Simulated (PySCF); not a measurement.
## Electronic structure of RuI (quartet) in real space

```
atom   x (Å)   y (Å)    z (Å)
  Ru  0.0000  0.0000  -1.4204
   I  0.0000  0.0000   1.1406
```

Core potentials replace the inner electrons of Ru and I.

Level of theory: PBE0/def2-TZVPP, non-relativistic Hamiltonian with scalar-relativistic core potentials where named, at a bond length of 2.561 Å in PySCF.

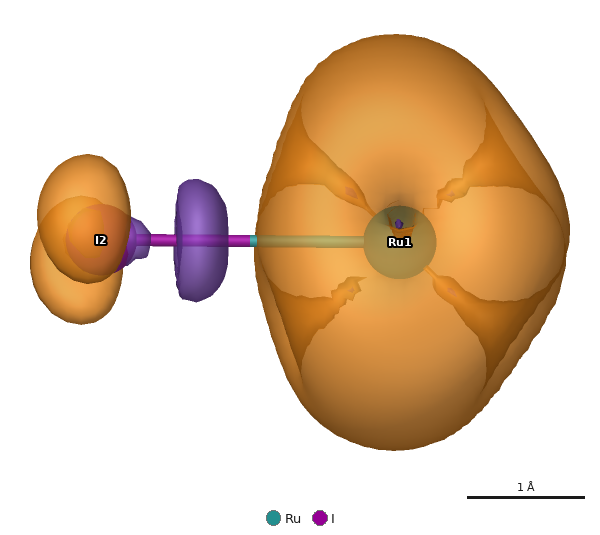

Figure 1. Isosurfaces of the spin density (α minus β) at +0.02 (orange) and −0.02 e/Å³ (purple), seen from one side.

Describe the spin distribution.

The unpaired spin (3 electrons) lies mostly on Ru1 (about 2.9) and I2 (about 0.1), in electrons by Hirshfeld's partition.

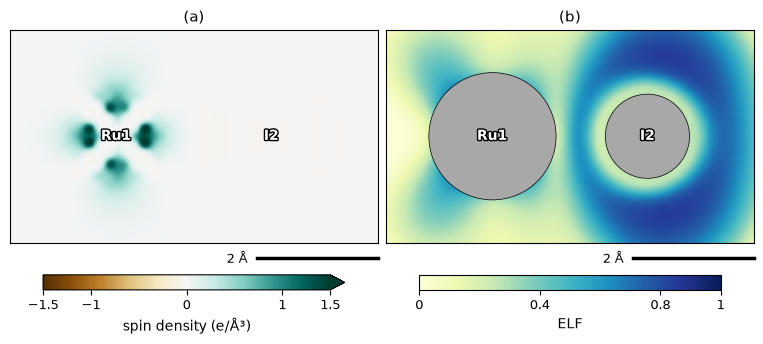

Figure 2. (a) spin density (α minus β); (b) electron localisation function on a plane that holds the molecular axis. Grey discs cover the atomic cores in the ELF map.

What do the fields say about this system?

The section cuts through Ru and I sites. Ru–I (2.56 Å): the ELF peaks at about 0.60 in the valence shell of I, 1.1 Å from its nucleus, and is about 0.50 at the midpoint.

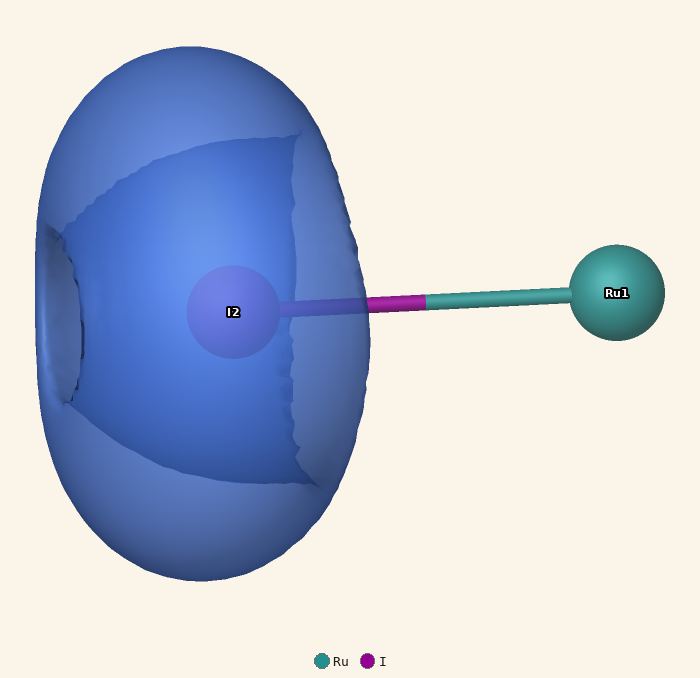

Figure 3. Isosurface of the ELF at 0.75 (blue), seen from one side. Core shells and regions of very low density are left out.

Where are the electrons localised?

The ELF exceeds this value in one ring or bowl of non-bonding electrons around I.


Ru–I (2.56 Å): the ELF peaks at about 0.60 in the valence shell of I, 1.1 Å from its nucleus, and is about 0.50 at the midpoint.
